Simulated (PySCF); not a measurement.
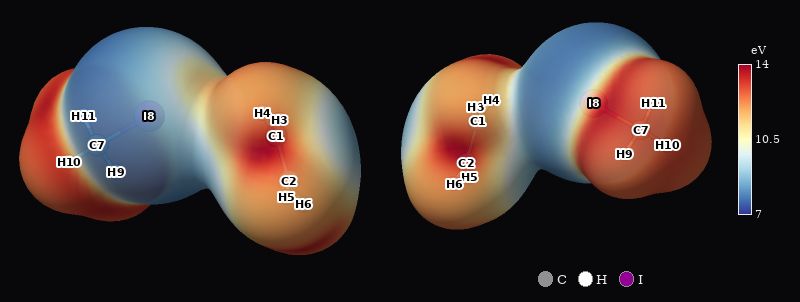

*C$_{3}$H$_{7}$I, SMILES `C=C.CI`. Average local ionisation energy on the surface of electron density 0.001 a.u. (back view left, front view right).*

Computed with PySCF, PBE0/def2-SVPD, geometry: an unrelaxed start of a pair search. Core potentials replace the inner electrons of I; spin–orbit coupling isn't included.

Input script:

```python
import numpy as np
from pyscf import gto, scf, dft
from pyscf.scf import atom_ks, atom_hf
from scipy.linalg import block_diag

def solve(mol, dm0=None, hcore=None):
    mf = (dft.UKS if mol.spin else dft.RKS)(mol, xc='pbe0')
    mf.grids.level = 3
    mf = mf.density_fit(auxbasis='def2-universal-jkfit')
    mf.conv_tol, mf.max_cycle = 1e-8, 80
    if hcore is not None:
        mf.get_hcore = lambda *args: hcore
    mf.kernel(dm0)
    if not mf.converged:
        mf = mf.newton().run(mf.mo_coeff, mf.mo_occ, max_cycle=30)
    assert mf.converged, 'SCF not converged'
    return mf

mol = gto.M(atom='''
C     -3.12265     0.30857     0.32336
C     -3.77308    -0.71559    -0.18820
H     -2.70543     0.28376     1.31723
H     -2.96288     1.21953    -0.23068
H     -4.19111    -0.68990    -1.18026
H     -3.92510    -1.62832     0.36483
C      2.31510    -1.06234     0.11273
I      0.63256     0.25359    -0.04091
H      1.98137    -1.98892     0.56177
H      2.69849    -1.23655    -0.88450
H      3.06287    -0.58367     0.73227
''', basis='def2-svpd', ecp={'I': 'def2-svpd'}, charge=0, spin=0, verbose=4)
mf = solve(mol)
mf.analyze()
# spherically averaged free atoms, for the promolecule
atom_ks.AtomSphAverageRKS.init_guess_by_vsap = lambda self, mol=None: self.init_guess_by_minao(mol)  # core potentials
atm = atom_ks.get_atm_nrks(mol, xc='pbe0')
pro = block_diag(*[(atm[a[0]][2] * atm[a[0]][3]) @ atm[a[0]][2].T for a in mol._atom])
np.savez('result.npz', e=mf.e_tot, c=mf.mo_coeff, occ=mf.mo_occ, eps=mf.mo_energy, pro=pro, dip=mf.dip_moment(verbose=0), s2=mf.spin_square()[0])
```

Launched as:

```sh
OMP_NUM_THREADS=1 python input.py
```

The run took 25 s on 1 thread of Arm Neoverse V2, on a shared host, peak memory 0.59 GiB.

Partitions, critical points and surface values were worked out afterwards from this run's density.

**Where are the most loosely bound electrons on this surface?**

The lowest value is 7.8 eV, 2.5 Å from I8. Further minima include 8.6 eV, off the C1–C2 bond (2.2 to 2.3 Å from its atoms); 12.4 eV, 1.3 Å from H11. For comparison, the highest occupied orbital lies at −7.2 eV.
